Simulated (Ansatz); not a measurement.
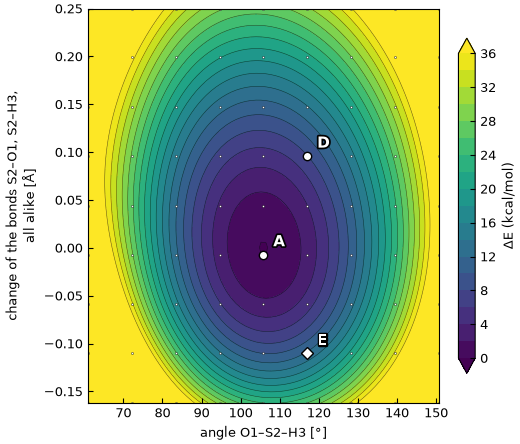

HOS, SMILES [O-]S, charge −1. Coordinates scanned: (1) angle O1–S2–H3; (2) change of the bonds S2–O1, S2–H3, all alike. Nothing is relaxed (all other coordinates rigid). Grid: 9 × 9 points. Points are written as (first, second). Energies are in kcal/mol, from the lowest grid point. Method: RKS wB97X-V/def2-TZVPD in Ansatz.

Drawn: filled contours, dots at the grid points, one colour for all values above the top of the scale, lettered points. Between grid points the surface is interpolated.

> Rank the lettered points by energy, lowest first.

A (0.0 kcal/mol), D (8.0 kcal/mol), E (12.3 kcal/mol).

> What kind of point is each of A, D, E: minimum, saddle, maximum or slope?

A: minimum; D: on a slope; E: on a slope. (In these two coordinates alone; a stationary point may lie a little off the grid point.)
